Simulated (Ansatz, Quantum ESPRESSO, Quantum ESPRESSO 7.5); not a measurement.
**Ni: work function by face**

Which face of Ni holds its electrons most tightly, and does packing explain the order?

Calculated with Quantum ESPRESSO 7.5; plane-wave DFT, PBE, GBRV ultrasoft pseudopotentials (geometry and cross-check by Ansatz 0.2.0 with PAW datasets; geometry under PBE).

Experimental background.

For Ni (clean single-crystal faces), “Anisotropic work function of elemental crystals” (2019, arxiv:1902.07811) quotes earlier work: work function of (111) (clean (111) face) 5.36 eV; work function of (100) (clean (100) face) 5.17 eV; work function of (110) (clean (110) face) 4.55 eV.

Most raw output is cut from this account.

## Step 1: Set-up

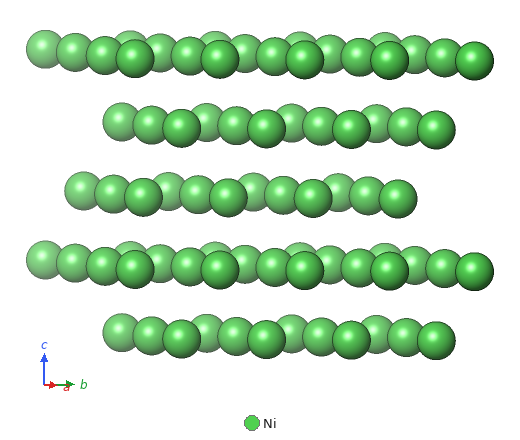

Start, viewed from the side, with the c axis up; nickel green. 3×4×1 cells are drawn. Some periodic images of atoms are drawn too.

The cell holds 5 atoms: 5 Ni. Its edges and angles: a = 2.489 Å, b = 2.489 Å, c = 24.129 Å, α = 90.0°, β = 90.0°, γ = 60.0°. It derives from Ni. Vacuum lies along c.

## Step 2: Geometry from Ansatz of (111)

The geometry comes first, from a plane-wave PAW code, so that the later runs on this slab share one structure.

Contents of input.yaml:

```yaml
crystal:
  lattice:
    - [2.4890158698, 0.0, 0.0]
    - [1.2445079349, 2.1555509736, 0.0]
    - [0.0, 0.0, 24.1290917902]
  atoms:
    - { symbol: Ni, position: [0.6666666667, 0.6666666667, 0.3315499841], spin: 0.7 }
    - { symbol: Ni, position: [0.0, 0.0, 0.4157749921], spin: 0.7 }
    - { symbol: Ni, position: [0.3333333333, 0.3333333333, 0.5], spin: 0.7 }
    - { symbol: Ni, position: [0.6666666667, 0.6666666667, 0.5842250079], spin: 0.7 }
    - { symbol: Ni, position: [0.0, 0.0, 0.6684500159], spin: 0.7 }
magnetization:
  spin_polarized: true
kpoints:
  mp_grid: { grid: [12, 12, 1] }
hamiltonian:
  xc: pbe
scf:
  occupations: { method: fermi_dirac, width: 0.1 }
  convergence: { dr2_threshold: 1.0e-08 }
efield:
  axis: 3
  dipole_correction: true
  ramp_position: 0.97
  ramp_width: 0.04
relax:
  f_tol: 0.01
  constraints: [{ sites: [2] }]
output:
  write_potential: true
  write_density: true
  volumetric_format: npy
```

On the command line:

```sh
$ ansatz run input.yaml --threads 8 --pin off --max-ram 16384MiB --backend cpu --events-out ev --progress --plain --runs-dir out
```

The job ended after 16 s (8 threads of Arm Neoverse V2, shared host; peak memory 0.71 GiB; 2 min of CPU time).

Step by step:

```
step  energy less that of the first step (eV)  largest force component (eV/Å)
   1                                   0.0000                          0.1500
   2                                  -0.0028                          0.0896
   3                                  -0.0042                          0.0034
```

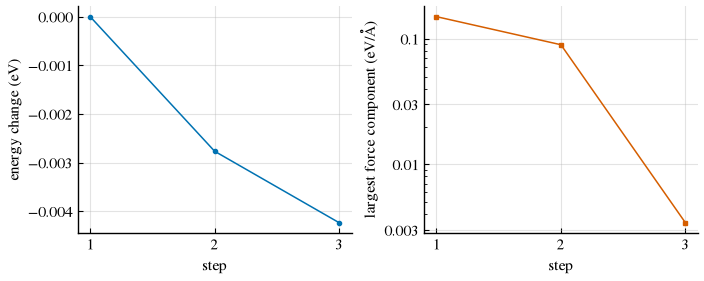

Energy and largest force along the relaxation.

The atoms that moved most (Å):

| atom | dx | dy | dz | length |
| --- | --- | --- | --- | --- |
| Ni5 | 0.000 | 0.000 | -0.029 | 0.029 |
| Ni1 | 0.000 | 0.000 | 0.029 | 0.029 |

Final coordinates:

```xyz
5
Lattice="2.4890 0.0000 0.0000 1.2445 2.1556 0.0000 0.0000 0.0000 24.1291" Properties=species:S:1:pos:R:3
Ni    2.4890    1.4370    8.0288
Ni    0.0000    0.0000   10.0329
Ni    1.2445    0.7185   12.0645
Ni    2.4890    1.4370   14.0962
Ni    0.0000    0.0000   16.1003
```

 Held were the atoms numbered 3; the forces quoted are those on the free ones.

Numbers from this step:

```
free energy                     : -29197.4513 eV
energy at zero smearing         : -29197.3105 eV
smearing term TS                : 0.2817 eV
Fermi energy                    : 4.768 eV
magnetization                   : 3.380 μB
absolute magnetization          : 3.869 μB
site moments                    : 0.7248, 0.7262, 0.6829, 0.7262, 0.7248 μB
symmetry operations             : 6
work function of the upper face : 5.052 eV
work function of the lower face : 5.051 eV
dipole along the normal         : -3.10e-5 e·Å
```

## Step 3: Ground state of (111), PBE

Both faces of the slab are alike, so a plain periodic cell serves and symmetry is kept.

Level of this step: plane-wave DFT, PBE, GBRV ultrasoft pseudopotentials (Quantum ESPRESSO 7.5).

Contents of 111.pbe.in:

```
&control
  prefix = '111.pbe'
  outdir = './out'
  pseudo_dir = './pseudo'
  calculation = 'scf'
  tprnfor = .true.
/
&system
  ibrav = 0
  nat = 5
  ntyp = 1
  ecutwfc = 40
  ecutrho = 200
  occupations = 'smearing'
  smearing = 'mv'
  degauss = 0.02
  nspin = 2
  starting_magnetization(1) = 0.12
/
&electrons
  conv_thr = 1e-07
  mixing_beta = 0.4
  electron_maxstep = 120
  mixing_mode = 'local-TF'
/
ATOMIC_SPECIES
  Ni  58.6934  ni_pbe_v1.4.uspp.F.UPF
CELL_PARAMETERS angstrom
  2.48901586975992 0.00000000000000 0.00000000000000
  1.24450793487996 2.15555097363471 0.00000000000000
  0.00000000000000 0.00000000000000 24.12909179020000
ATOMIC_POSITIONS crystal
  Ni  0.666666666667 0.666666666667 0.332744791999
  Ni  0.000000000000 -0.000000000000 0.415799910251
  Ni  0.333333333333 0.333333333333 0.500000000000
  Ni  0.666666666667 0.666666666667 0.584199870084
  Ni  -0.000000000000 -0.000000000000 0.667254826827
K_POINTS automatic
  12 12 1 0 0 0
```

On the command line:

```sh
$ OMP_NUM_THREADS=1 mpirun -n 8 pw.x -nk 8 -in 111.pbe.in > 111.pbe.out
```

Run time: 51 s. Hardware: 8 MPI ranks; peak memory 0.86 GiB; 6.8 min of CPU time.

Read from the output:

| Property | Result |
| --- | --- |
| free energy | -23351.3610 eV |
| Fermi energy | 4.659 eV |
| magnetization | 3.58 μB |
| absolute magnetization | 4.14 μB |
| site moments | 0.7722, 0.7718, 0.7287, 0.7718, 0.7722 μB |

## Step 4: Electrostatic potential of (111)

The vacuum level is read from the electrostatic potential (plot_num = 11), averaged over planes.

Contents of 111.pbe.pot.in:

```
&inputpp
  prefix = '111.pbe'
  outdir = './out'
  filplot = '111.pbe.pot.dat'
  plot_num = 11
/
```

On the command line:

```sh
$ OMP_NUM_THREADS=1 mpirun -n 8 pp.x -in 111.pbe.pot.in > 111.pbe.pot.out
```

Wall time 0.74 s (8 MPI ranks); peak memory 0.09 GiB; 5.1 s of CPU time.

Read from the output:

| Quantity | Value |
| --- | --- |
| work function of the upper face | 5.038 eV |
| slope of the potential above | 5.48e-4 eV/Å |
| upper vacuum line continued to the top atoms, over the Fermi level | 5.035 eV |
| work function of the lower face | 5.039 eV |
| slope of the potential below | -6.24e-5 eV/Å |
| lower vacuum line continued to the bottom atoms, over the Fermi level | 5.039 eV |

The potential energy, planar mean oscillates, so the rows of the table below give means over windows of 2.01 Å about each position, cut where the curve ends. Its maxima inside the range that stand out by 2 % of the span (Å: eV): 9.0: -0.520, 11.1: -0.374, 13.1: -0.376, 15.1: -0.523. Its minima: 8.0: -25.3, 10.1: -25.4, 12.1: -25.4, 14.1: -25.4, 16.1: -25.3.

Electrostatic potential energy of an electron; zero at the Fermi level. Potential energy, planar mean against z; means over each step:

```csv
z (Å),"potential energy, planar mean (eV)"
1.00,5.04
3.01,5.04
5.02,4.99
7.03,-3.58
9.04,-11.2
11.05,-10.9
13.06,-10.9
15.07,-11.2
17.08,-3.72
19.09,4.99
21.10,5.04
23.11,5.04
```

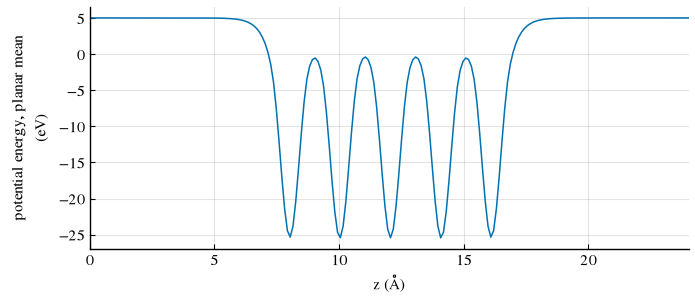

Potential energy, planar mean, plotted against z.

## Step 5: Ground state of (111), PBEsol

The same atoms under a second functional.

Level of this step: plane-wave DFT, PBEsol, GBRV ultrasoft pseudopotentials (Quantum ESPRESSO 7.5).

111.pbesol.in, as its differences from the input of step 3:

```diff
@@ -1,3 +1,3 @@
 &control
-  prefix = '111.pbe'
+  prefix = '111.pbesol'
   outdir = './out'
@@ -26,3 +26,3 @@
 ATOMIC_SPECIES
-  Ni  58.6934  ni_pbe_v1.4.uspp.F.UPF
+  Ni  58.6934  ni_pbesol_v1.4.uspp.F.UPF
 CELL_PARAMETERS angstrom
```

On the command line:

```sh
$ OMP_NUM_THREADS=1 mpirun -n 8 pw.x -nk 8 -in 111.pbesol.in > 111.pbesol.out
```

The job ended after 53 s (8 MPI ranks; peak memory 0.88 GiB; 7 min of CPU time).

Read from the output:

```
free energy   : -23337.9598 eV
Fermi energy  : 4.507 eV
magnetization : 3.59 μB
site moments  : 0.7729, 0.7733, 0.73, 0.7733, 0.7729 μB
```

## Step 6: Potential by pp.x of (111)

Contents of 111.pbesol.pot.in:

```
&inputpp
  prefix = '111.pbesol'
  outdir = './out'
  filplot = '111.pbesol.pot.dat'
  plot_num = 11
/
```

On the command line:

```sh
$ OMP_NUM_THREADS=1 mpirun -n 8 pp.x -in 111.pbesol.pot.in > 111.pbesol.pot.out
```

Elapsed: 0.74 s, on 8 MPI ranks; peak memory 0.1 GiB.

Read from the output:

| Quantity | Value |
| --- | --- |
| work function of the upper face | 5.167 eV |
| slope of the potential above | 5.24e-4 eV/Å |
| upper vacuum line continued to the top atoms, over the Fermi level | 5.164 eV |
| work function of the lower face | 5.168 eV |
| slope of the potential below | -4.58e-5 eV/Å |
| lower vacuum line continued to the bottom atoms, over the Fermi level | 5.168 eV |

On (111) the work function under PBEsol lies +0.13 eV from PBE's.

## Step 7: Geometry from Ansatz of (100)

Level of this step: plane-wave DFT, PBE, Ansatz PAW (Ansatz 0.2.0).

input.yaml, the sections that differ from step 2:

```yaml
crystal:
  lattice:
    - [2.4890158698, 0.0, 0.0]
    - [0.0, 2.4890158698, 0.0]
    - [0.0, 0.0, 23.04]
  atoms:
    - { symbol: Ni, position: [0.0, 0.0, 0.3472222222], spin: 0.7 }
    - { symbol: Ni, position: [0.5, 0.5, 0.4236111111], spin: 0.7 }
    - { symbol: Ni, position: [0.0, 0.0, 0.5], spin: 0.7 }
    - { symbol: Ni, position: [0.5, 0.5, 0.5763888889], spin: 0.7 }
    - { symbol: Ni, position: [0.0, 0.0, 0.6527777778], spin: 0.7 }
# magnetization, kpoints, hamiltonian, scf, efield, relax, output: as in step 2
```

On the command line:

```sh
$ ansatz run input.yaml --threads 8 --pin off --max-ram 16384MiB --backend cpu --events-out ev --progress --plain --runs-dir out
```

Wall time 33 s (8 threads); peak memory 0.8 GiB.

Step by step:

```
step  energy less that of the first step (eV)  largest force component (eV/Å)
   1                                   0.0000                          0.3679
   2                                  -0.0126                          0.2473
   3                                  -0.0214                          0.0180
   4                                  -0.0214                          0.0003
```

Forces are held to the 8 operations that the run works with; a distortion that breaks them can't arise in this run.

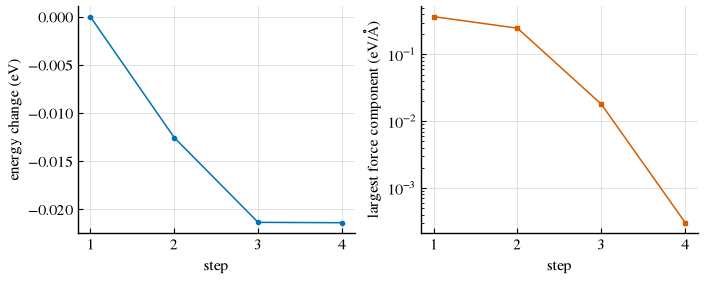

Energy and largest force along the relaxation.

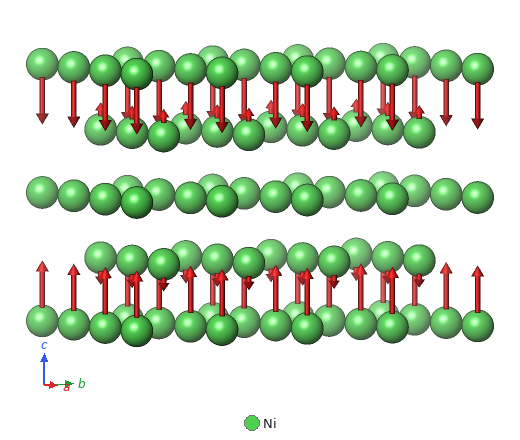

Displacements in the relaxation, exaggerated; the longest in the cell stands for 0.05 Å. 3×4×1 cells are drawn. Some periodic images of atoms are drawn too.

The atoms that moved most (Å):

```
atom     dx     dy      dz  length
 Ni5  0.000  0.000  -0.049   0.049
 Ni1  0.000  0.000   0.049   0.049
 Ni2  0.000  0.000  -0.014   0.014
 Ni4  0.000  0.000   0.014   0.014
```

The relaxation lowers the energy by 4 meV an atom. Held were the atoms numbered 3; the forces quoted are those on the free ones.

Read from the output:

| Property | Result |
| --- | --- |
| free energy | -29197.0039 eV |
| energy at zero smearing | -29196.8608 eV |
| smearing term TS | 0.2862 eV |
| Fermi energy | 3.958 eV |
| magnetization | 3.400 μB |
| absolute magnetization | 3.852 μB |
| site moments | 0.7669, 0.6891, 0.6824, 0.6891, 0.7669 μB |
| symmetry operations | 8 |
| work function of the upper face | 4.905 eV |
| work function of the lower face | 4.904 eV |
| dipole along the normal | -1.73e-5 e·Å |

## Step 8: Self-consistent run of (100), PBE

Level of this step: plane-wave DFT, PBE, GBRV ultrasoft pseudopotentials (Quantum ESPRESSO 7.5).

Contents of 100.pbe.in:

```
&control
  prefix = '100.pbe'
  outdir = './out'
  pseudo_dir = './pseudo'
  calculation = 'scf'
  tprnfor = .true.
/
&system
  ibrav = 0
  nat = 5
  ntyp = 1
  ecutwfc = 40
  ecutrho = 200
  occupations = 'smearing'
  smearing = 'mv'
  degauss = 0.02
  nspin = 2
  starting_magnetization(1) = 0.12
/
&electrons
  conv_thr = 1e-07
  mixing_beta = 0.4
  electron_maxstep = 120
  mixing_mode = 'local-TF'
/
ATOMIC_SPECIES
  Ni  58.6934  ni_pbe_v1.4.uspp.F.UPF
CELL_PARAMETERS angstrom
  2.48901586980000 0.00000000000000 0.00000000000000
  0.00000000000000 2.48901586980000 0.00000000000000
  0.00000000000000 0.00000000000000 23.04000000000000
ATOMIC_POSITIONS crystal
  Ni  0.000000000000 0.000000000000 0.349334734192
  Ni  0.500000000000 0.500000000000 0.422987840694
  Ni  0.000000000000 0.000000000000 0.500000000000
  Ni  0.500000000000 0.500000000000 0.577012062253
  Ni  0.000000000000 0.000000000000 0.650665090509
K_POINTS automatic
  12 12 1 0 0 0
```

On the command line:

```sh
$ OMP_NUM_THREADS=1 mpirun -n 8 pw.x -nk 8 -in 100.pbe.in > 100.pbe.out
```

Elapsed: 53 s, on 8 MPI ranks; peak memory 0.98 GiB; 7.1 min of CPU time.

This step gave:

- free energy: -23350.9085 eV
- Fermi energy: 3.853 eV
- magnetization: 3.59 μB
- absolute magnetization: 4.13 μB
- site moments: 0.8141, 0.7388, 0.7218, 0.7388, 0.8141 μB

## Step 9: Potential by pp.x of (100)

Contents of 100.pbe.pot.in:

```
&inputpp
  prefix = '100.pbe'
  outdir = './out'
  filplot = '100.pbe.pot.dat'
  plot_num = 11
/
```

On the command line:

```sh
$ OMP_NUM_THREADS=1 mpirun -n 8 pp.x -in 100.pbe.pot.in > 100.pbe.pot.out
```

The job ended after 0.74 s (8 MPI ranks; peak memory 0.1 GiB).

This step gave:

- work function of the upper face: 4.902 eV
- slope of the potential above: 1.66e-4 eV/Å
- upper vacuum line continued to the top atoms, over the Fermi level: 4.902 eV
- work function of the lower face: 4.902 eV
- slope of the potential below: -3.91e-4 eV/Å
- lower vacuum line continued to the bottom atoms, over the Fermi level: 4.900 eV

The potential energy, planar mean oscillates, so the rows of the table below give means over windows of 1.73 Å about each position, cut where the curve ends. Its maxima inside the range that stand out by 2 % of the span (Å: eV): 8.9: -2.76, 10.6: -2.10, 12.4: -2.10, 14.2: -2.76. Its minima: 8.1: -21.4, 9.8: -21.4, 11.5: -21.4, 13.2: -21.4, 15.0: -21.4.

Electrostatic potential energy of an electron; zero at the Fermi level. Potential energy, planar mean against z; means over each step:

```
z (Å)  potential energy, planar mean (eV)
 0.86                                4.90
 2.59                                4.90
 4.32                                4.89
 6.05                                4.40
 7.78                               -9.98
 9.51                               -11.3
11.24                               -11.0
12.97                               -11.1
14.70                               -11.2
16.43                                2.80
18.16                                4.88
19.89                                4.90
21.62                                4.90
```

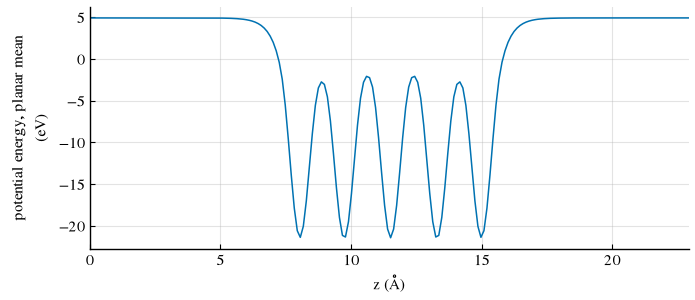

Potential energy, planar mean against z.

## Step 10: SCF with pw.x of (100), PBEsol

Level of this step: plane-wave DFT, PBEsol, GBRV ultrasoft pseudopotentials (Quantum ESPRESSO 7.5).

100.pbesol.in, as its differences from the input of step 8:

```diff
@@ -1,3 +1,3 @@
 &control
-  prefix = '100.pbe'
+  prefix = '100.pbesol'
   outdir = './out'
@@ -26,3 +26,3 @@
 ATOMIC_SPECIES
-  Ni  58.6934  ni_pbe_v1.4.uspp.F.UPF
+  Ni  58.6934  ni_pbesol_v1.4.uspp.F.UPF
 CELL_PARAMETERS angstrom
```

On the command line:

```sh
$ OMP_NUM_THREADS=1 mpirun -n 8 pw.x -nk 8 -in 100.pbesol.in > 100.pbesol.out
```

It took 52 s on 8 MPI ranks; peak memory 0.98 GiB; 7 min of CPU time.

Read from the output:

```
free energy   : -23337.4562 eV
Fermi energy  : 3.715 eV
magnetization : 3.62 μB
site moments  : 0.817, 0.7409, 0.7245, 0.7409, 0.817 μB
```

## Step 11: Electrostatic potential of (100)

Contents of 100.pbesol.pot.in:

```
&inputpp
  prefix = '100.pbesol'
  outdir = './out'
  filplot = '100.pbesol.pot.dat'
  plot_num = 11
/
```

On the command line:

```sh
$ OMP_NUM_THREADS=1 mpirun -n 8 pp.x -in 100.pbesol.pot.in > 100.pbesol.pot.out
```

It took 0.74 s on 8 MPI ranks; peak memory 0.1 GiB.

Numbers from this step:

| Quantity | Value |
| --- | --- |
| work function of the upper face | 5.011 eV |
| slope of the potential above | 1.46e-4 eV/Å |
| upper vacuum line continued to the top atoms, over the Fermi level | 5.011 eV |
| work function of the lower face | 5.011 eV |
| slope of the potential below | -3.77e-4 eV/Å |
| lower vacuum line continued to the bottom atoms, over the Fermi level | 5.009 eV |

On (100) the work function under PBEsol lies +0.11 eV from PBE's.

## Step 12: Relaxation with Ansatz of (110)

Level of this step: plane-wave DFT, PBE, Ansatz PAW (Ansatz 0.2.0).

System of this step: Ni(110), 7 layers. The cell holds 7 atoms: 7 Ni. Cell: a = 3.520 Å, b = 2.489 Å, c = 23.467 Å, α = 90.0°, β = 90.0°, γ = 90.0°. It derives from Ni. Vacuum lies along c.

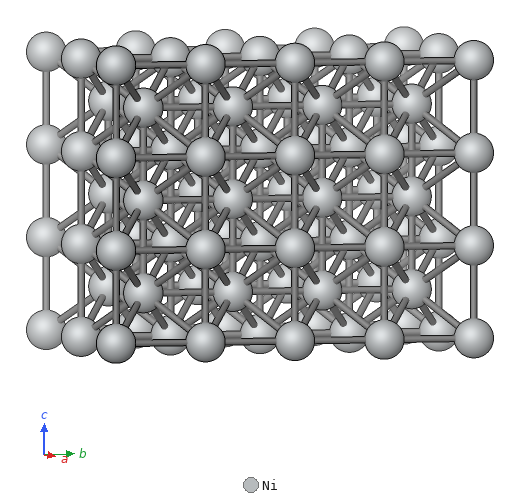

The cell of this step (nickel light grey). 2×4×1 cells are drawn. Some periodic images of atoms are drawn too.

input.yaml, the sections that differ from step 7:

```yaml
crystal:
  lattice:
    - [3.52, 0.0, 0.0]
    - [0.0, 2.4890158698, 0.0]
    - [0.0, 0.0, 23.4670476093]
  atoms:
    - { symbol: Ni, position: [0.0, 0.0, 0.3409035569], spin: 0.7 }
    - { symbol: Ni, position: [0.5, 0.5, 0.3939357046], spin: 0.7 }
    - { symbol: Ni, position: [0.0, 0.0, 0.4469678523], spin: 0.7 }
    - { symbol: Ni, position: [0.5, 0.5, 0.5], spin: 0.7 }
    - { symbol: Ni, position: [0.0, 0.0, 0.5530321477], spin: 0.7 }
    - { symbol: Ni, position: [0.5, 0.5, 0.6060642954], spin: 0.7 }
    - { symbol: Ni, position: [0.0, 0.0, 0.6590964431], spin: 0.7 }
kpoints:
  mp_grid: { grid: [8, 12, 1] }
relax:
  f_tol: 0.01
  constraints: [{ sites: [2, 3, 4] }]
# magnetization, hamiltonian, scf, efield, output: as in step 7
```

On the command line:

```sh
$ ansatz run input.yaml --threads 8 --pin off --max-ram 16384MiB --backend cpu --events-out ev --progress --plain --runs-dir out
```

Elapsed: 73 s, on 8 threads; peak memory 1.4 GiB; 9.5 min of CPU time.

Step by step:

| step | energy less that of the first step (eV) | largest force component (eV/Å) |
| --- | --- | --- |
| 1 | 0.0000 | 0.6030 |
| 2 | -0.0443 | 0.3828 |
| 3 | -0.0745 | 0.0304 |
| 4 | -0.0747 | 0.0014 |

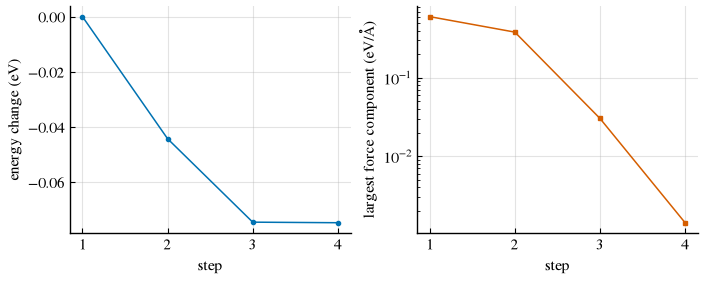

Energy and largest force along the relaxation.

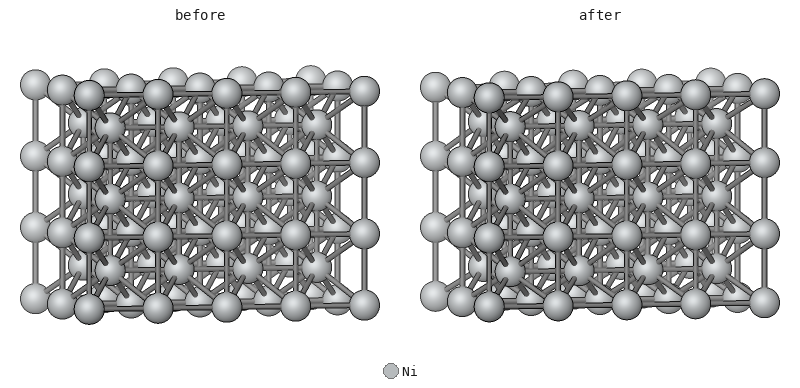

Before and after, at one scale.

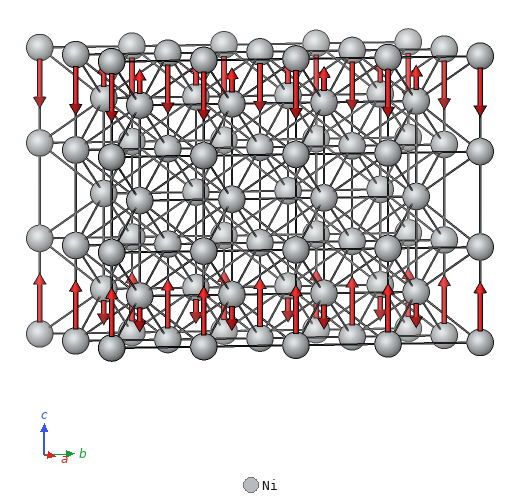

Displacements in the relaxation, exaggerated; the longest in the cell stands for 0.08 Å. 2×4×1 cells are drawn. Some periodic images of atoms are drawn too.

The atoms that moved most (Å):

```
atom     dx     dy      dz  length
 Ni7  0.000  0.000  -0.085   0.085
 Ni1  0.000  0.000   0.085   0.085
 Ni6  0.000  0.000   0.043   0.043
 Ni2  0.000  0.000  -0.043   0.043
```

The relaxation lowers the energy by 11 meV an atom. Held were the atoms numbered 3, 4 and 5; the forces quoted are those on the free ones.

Read from the output:

* free energy: -40875.7275 eV
* energy at zero smearing: -40875.5171 eV
* smearing term TS: 0.4208 eV
* Fermi energy: 3.917 eV
* magnetization: 4.784 μB
* absolute magnetization: 5.416 μB
* site moments: 0.7882, 0.7031, 0.6878, 0.6695, 0.6878, 0.7031, 0.7882 μB
* symmetry operations: 4
* work function of the upper face: 4.553 eV
* work function of the lower face: 4.554 eV
* dipole along the normal: 5.33e-6 e·Å

(Continued in part 2 of 2.)

[Logs are printed without paths, hosts, clocks, repeated set-up lines and the standing remarks that a program may print on its own settings, such as how far it seeks lower states.]

[Hosts, paths, dates, database ids (printed as entryN), source tags and the programs' standing remarks are cut or masked in the printed files.]

[Maps of the electrostatic potential energy from Ansatz leave out the sawtooth potential of an applied field or a dipole correction, so their vacuum need not be flat; planar profiles and work functions include it.]
